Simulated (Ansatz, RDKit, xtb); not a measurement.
**Isomers of [C3HClFN2]−, a sample narrowed down**

Which of a sample of isomers of [C3HClFN2]− (charge -1) is the most stable in the gas at 298.15 K, and what are its properties? The sample is small against all isomers, and the most stable one of this formula need not be in it.

Plan: many cheap relaxations first (GFN2-xTB), then density-functional screening, relaxation at B3LYP-D3(BJ)/def2-SVPD, vibrations (at GFN2-xTB) and a final energy. The numbers are computed, not measured.

## (1) Possible bonding patterns

Isomers were taken from a list of plausible structures; this is a sample, not all of them. That gives 6 candidates.

```csv
label,SMILES,spin
c009,Fc1cc(Cl)[n-]n1,singlet
c602,Fc1nc[n-]c1Cl,singlet
c630,Fc1cn[n-]c1Cl,singlet
c664,Fc1ncc(Cl)[n-]1,singlet
c754,Fc1c[n-]c(Cl)n1,singlet
c945,Fc1[n-]ncc1Cl,singlet
```

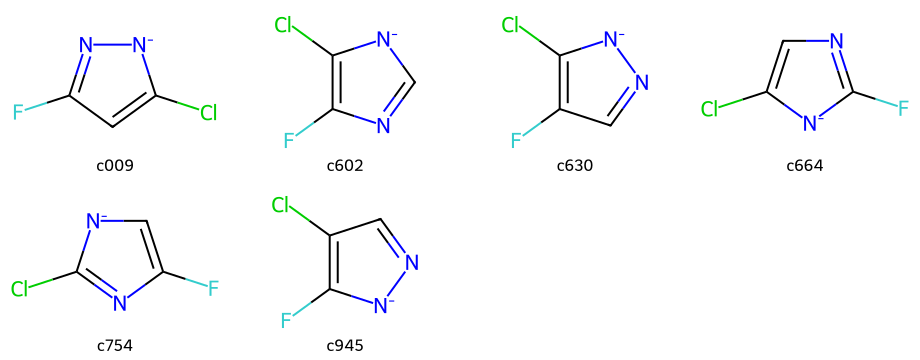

Structural formulas of the candidates.

Candidates are built by distance geometry, with a force field where one applies, in up to four conformers (letters a to d).

**Question.** With final energies at CCSD(T)/def2-SVPD + MP2/def2-TZVPPD - MP2/def2-SVPD, which structure will this search put lowest in free energy, and by what margin?

| quantity | value |
| --- | --- |
| lowest structure found | Fc1ncc(Cl)[n-]1, singlet |
| next finalist | Fc1c[n-]c(Cl)n1, singlet, 3.2 kcal/mol higher in G |
| share at equilibrium, among the finalists | 99.5 % |

The lowest structure found is `Fc1ncc(Cl)[n-]1`. Among the finalists first place is clear (3.2 kcal/mol); structures outside the list aren't covered. GFN2-xTB, HF/STO-3G, r2SCAN-D4/def2-SVPD, B3LYP-D3(BJ)/def2-SVPD, HF/def2-SVPD and MP2/def2-SVPD already put its bonding pattern lowest among the structures in one piece. Lowest found is not proven lowest: the search is finite, and each finalist counts with one conformer. Only 6 drawn patterns were tried, so whole families of isomers are missing, and the result ranks this sample alone.
